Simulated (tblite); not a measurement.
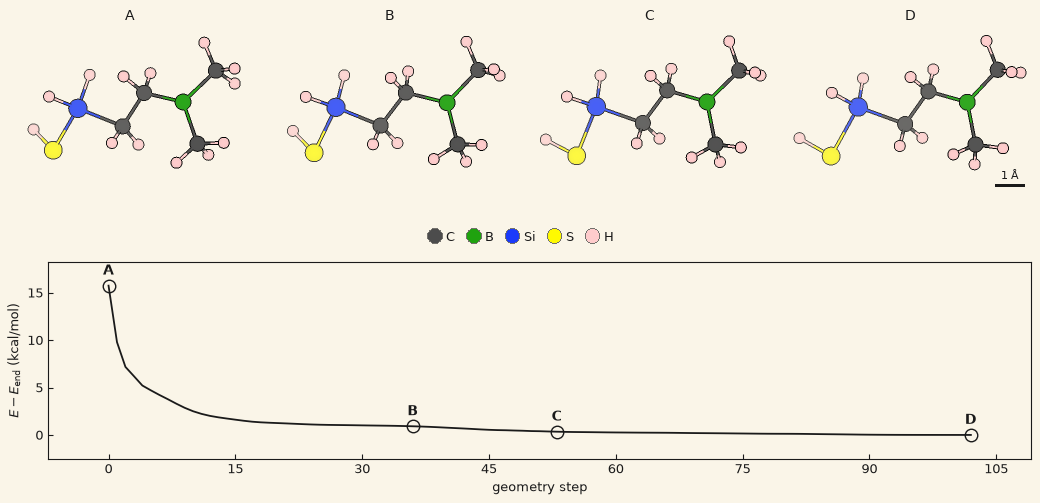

Frames of a relaxation of C4H13BSSi, marked on the history of the run. The picture is a ball-and-stick view, seen at a tilt.

All numbers below come from tblite 0.8.0, GFN2-xTB geometry optimisation, gas phase. 

**Describe the path.**

Over 102 geometry steps the energy falls by 15.7 kcal/mol. The atom that moves furthest after the best rigid fit is an H atom (1.03 Å). By element the largest moves are H 1.03 Å, C 0.32 Å, S 0.30 Å, B 0.25 Å, Si 0.20 Å. Some distances before and after: H–S 1.414 → 1.322 Å, C–C 1.478 → 1.533 Å, C–H 1.127 → 1.089 Å, B–C 1.602 → 1.577 Å. Among the angles between lasting bonds that change: Si–S–H 106.1° → 96.1°, C–Si–H 105.5° → 113.1°, H–C–H 112.5° → 105.6°. Groups turn about S–Si by about 30°. The run took 0.71 s on 1 thread of Arm Neoverse V2, with other jobs on the host. From step 0 to 36: an H atom moves most (0.33 Å), energy −14.8 kcal/mol. From step 36 to 53: an H atom moves most (0.53 Å), energy −0.57 kcal/mol. From step 53 to 102: an H atom moves most (0.37 Å), energy −0.34 kcal/mol.
